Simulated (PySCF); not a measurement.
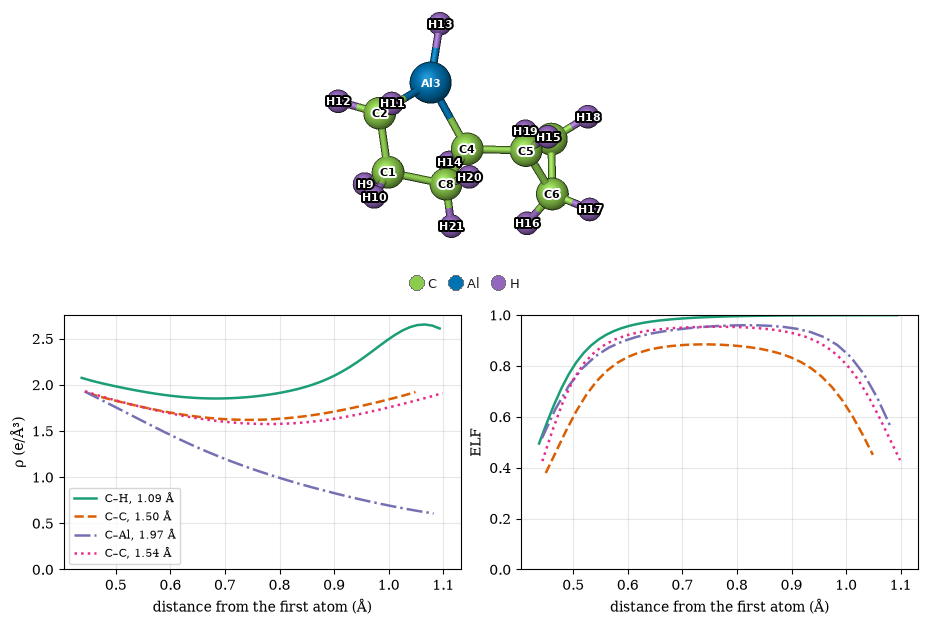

Figure. C7H13Al. Total electron density and ELF along straight lines between neighbouring atoms. The curves leave out the atomic cores. The structure is drawn too.

Geometry: PBE0-D3(BJ)/def2-SVP.

The calculation used B3LYP/def2-SVPD, SCF density, gas phase (PySCF 2.14.0).

```csv
atom,x (Å),y (Å),z (Å)
C,-2.2550,-0.6719,-0.1888
C,-2.6330,0.7894,-0.5045
Al,-0.8572,1.5501,-0.8785
C,0.1938,0.0102,-0.2126
C,1.4624,0.2157,0.5749
C,2.4983,-0.8708,0.6831
C,2.7839,0.3705,-0.1146
C,-0.9112,-0.7483,0.5505
H,-2.1622,-1.2358,-1.1356
H,-3.0375,-1.1899,0.3925
H,-3.0475,1.2779,0.3993
H,-3.4145,0.8734,-1.2758
H,-0.4098,2.9494,-1.4960
H,0.4433,-0.5849,-1.1181
H,1.3386,0.8213,1.4820
H,2.3114,-1.7982,0.1331
H,3.0233,-1.0105,1.6322
H,3.5045,1.0905,0.2826
H,2.7975,0.2851,-1.2057
H,-1.0312,-0.2906,1.5515
H,-0.6280,-1.8001,0.7358
```

What can be read from the curves?

Answer. C–H (1.09 Å): ρ is about 1.9 e/Å³ halfway; the ELF climbs to about 1 towards the hydrogen, as it does in any bond to H; an ordinary covalent bond to hydrogen.
C–C (1.50 Å): the density is about 1.6 e/Å³ at the midpoint; the ELF peaks at about 0.90 between the atoms (a shared electron pair).
C–Al (1.97 Å): the density is about 0.71 e/Å³ at the midpoint; the ELF peaks at about 0.95 between the atoms; a shared but strongly polarised pair.
C–C (1.54 Å): the density is about 1.6 e/Å³ at the midpoint; the ELF peaks at about 0.95 between the atoms, as expected for localised, covalent bonding.
